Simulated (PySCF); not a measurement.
# BH3Cl− (SMILES [BH3-]Cl): levels of theory compared

We compute a comparison of 6 runs (PBE/STO-6G, PBE0/STO-6G, wB97X-V/STO-6G, MP2/STO-6G, CCSDT(Q)/STO-6G, CCSD(T)/STO-6G) of BH3Cl−. 

The results are computed with PySCF 2.14.0.

16 further runs of the same task are left out: 1 that didn't finish, 15 set aside as unsound or not needed.

### 1 The molecule

BH3Cl−: 5 atoms, total charge -1, spin state singlet. As SMILES, `[BH3-]Cl`. The B1–H4 distance was set to 1.449 Å, away from the relaxed value.

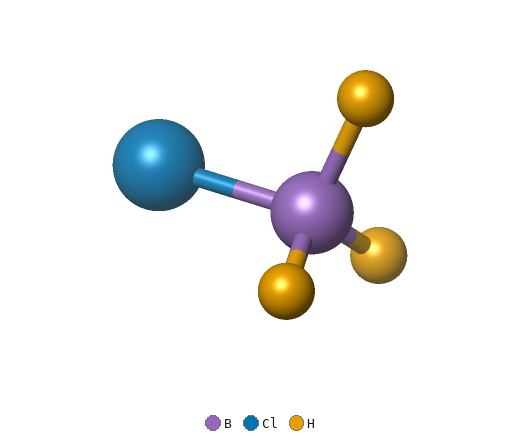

Viewed from a chosen angle; boron purple, chlorine blue, hydrogen amber.

### 2 A single-point energy at PBE/STO-6G (run 1)

Contents of mol.xyz:

```xyz
5

B      0.190875     0.152802     0.056579
Cl    -0.737375     0.697122    -1.476321
H      1.331565    -0.053948    -0.282421
H     -0.460100    -1.051350     0.532730
H      0.108985     1.058062     0.852039
```

Contents of input.py:

```python
from pyscf import gto, dft

system = gto.M(
    atom='mol.xyz',
    max_memory=1860,
    basis='sto-6g',
    spin=0,
    charge=-1,
    verbose=3,
)

calc0 = dft.RKS(system)
calc0.xc = 'pbe'
calc0.grids.level = 5
calc0.conv_tol = 1e-10
calc0.kernel()
if not calc0.converged:
    calc0 = calc0.newton().run(calc0.mo_coeff, calc0.mo_occ)

etot = calc0.e_tot
print(f'total energy: {etot:.8f} hartree')
```

Launch:

```bash
$ OMP_NUM_THREADS=1 python input.py
```

Log:

```text
converged SCF energy = -484.925091166849
total energy: -484.92509117 hartree
```

It took 2.4 s on 1 thread of Intel Xeon Platinum 8488C (Sapphire Rapids), shared host; peak memory 0.19 GiB.

### 3 A single-point energy at PBE0/STO-6G (run 2)

Contents of input.xyz:

```xyz
5
BClH3
B      0.190875     0.152802     0.056579
Cl    -0.737375     0.697122    -1.476321
H      1.331565    -0.053948    -0.282421
H     -0.460100    -1.051350     0.532730
H      0.108985     1.058062     0.852039
```

Contents of run.py:

```python
from pyscf import gto, dft

molecule = gto.M(
    atom='input.xyz',
    max_memory=1860,
    verbose=3,
    charge=-1,
    basis='sto-6g',
)

mf = dft.RKS(molecule)
mf.xc = 'pbe0'
mf.conv_tol = 1e-10
mf.grids.level = 5
mf.kernel()
if not mf.converged:
    mf = mf.newton().run(mf.mo_coeff, mf.mo_occ)

energy = mf.e_tot
print('Final energy', energy)
```

Launch:

```bash
$ OMP_NUM_THREADS=1 python run.py
```

Log:

```text
converged SCF energy = -485.003247067791
Final energy -485.00324706779077
```

Run time: 2.4 s. Hardware: 1 thread of Intel Xeon Platinum 8488C (Sapphire Rapids), shared host; peak memory 0.19 GiB.

Runs 3 to 5 aren't shown in full; the table further down has their settings and results.

### 4 The energy at CCSD(T)/STO-6G (run 6)

Contents of job.py:

```python
from pyscf import gto, scf, cc

system = gto.M(
    atom=[
    ('B', (0.190875, 0.152802, 0.056579)),
    ('Cl', (-0.737375, 0.697122, -1.476321)),
    ('H', (1.331565, -0.053948, -0.282421)),
    ('H', (-0.460100, -1.051350, 0.532730)),
    ('H', (0.108985, 1.058062, 0.852039)),
],
    charge=-1,
    verbose=3,
    max_memory=1860,
    basis='sto-6g',
    spin=0,
)

myscf = scf.RHF(system)
myscf.conv_tol = 1e-10
myscf.kernel()
if not myscf.converged:
    myscf = myscf.newton().run(myscf.mo_coeff, myscf.mo_occ)

mycc = cc.CCSD(myscf, frozen=6)
mycc.kernel()
e_t = mycc.ccsd_t()
e_final = mycc.e_tot + e_t
print('Final energy', e_final)
```

Launch:

```bash
$ OMP_NUM_THREADS=1 python job.py
```

Log:

```text
converged SCF energy = -484.291902416051
E(CCSD) = -484.3636721303409  E_corr = -0.07176971428999566
CCSD(T) correction = -0.000483384298287614
Final energy -484.36415551463915
```

It took 0.68 s on 1 thread of Intel Xeon Platinum 8488C (Sapphire Rapids), shared host; peak memory 0.1 GiB.

### 5 The series

```csv
run,level,nlc grid,integration grid,energy (Eh),HOMO energy (eV),LUMO energy (eV),HOMO–LUMO gap (eV),wall time
1,PBE/STO-6G,–,5,-484.925091,3.14,13.74,10.60,2.4 s
2,PBE0/STO-6G,–,5,-485.003247,1.61,15.18,13.57,2.4 s
3,wB97X-V/STO-6G,1,5,-485.128495,-0.90,17.82,18.72,14 s
4,MP2/STO-6G,–,–,-484.342434,-1.92,20.69,22.60,0.74 s
5,CCSDT(Q)/STO-6G,–,–,-484.364266,-1.92,20.69,22.60,1.3 s
6,CCSD(T)/STO-6G,–,–,-484.364156,-1.92,20.69,22.60,0.68 s
```

### 6 Summary of results

```
                                                    quantity          value
                                         run 6: total energy  -484.36416 Eh
                  run 6: HOMO energy (Hartree–Fock orbitals)       -1.92 eV
                  run 6: LUMO energy (Hartree–Fock orbitals)       20.69 eV
run 6: HOMO–LUMO gap (to an unbound level, set by the basis)       22.60 eV
          run 6: correlation energy (6 core orbitals frozen)      -72.3 mEh
                                       run 6: (T) correction      -0.48 mEh
                                        run 6: T1 diagnostic          0.006
```

In words: Over runs 1, 2, 3 the HOMO–LUMO gap runs from 10.60 eV (PBE/STO-6G) to 18.72 eV (wB97X-V/STO-6G). The empty levels of an anion lie above zero and hang on the basis. Totals of different functionals can't be ranked against each other. In runs 1, 2 the HOMO lies above zero, so the outermost electron may be held by the basis alone. In runs 1, 2, 3, 4, 5, 6 the basis is minimal, so the values are rough. All runs together took 22 s, the longest 14 s.
